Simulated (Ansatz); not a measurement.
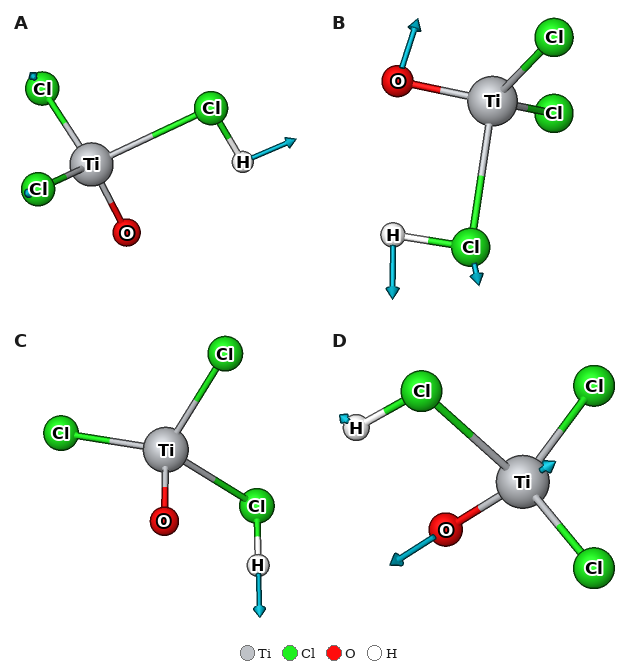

4 normal modes of one molecule or complex, as arrows. The species is neutral and a spin singlet. Harmonic vibrations computed with RKS PBE0-D4/def2-TZVP (Ansatz 0.2.0) at a stationary point of the same level.

Match the panels to the wavenumbers 163 cm⁻¹, 394 cm⁻¹, 1091 cm⁻¹, 2909 cm⁻¹.

A: 394 cm⁻¹
B: 163 cm⁻¹
C: 2909 cm⁻¹, Cl–H stretching
D: 1091 cm⁻¹, Ti–O stretching
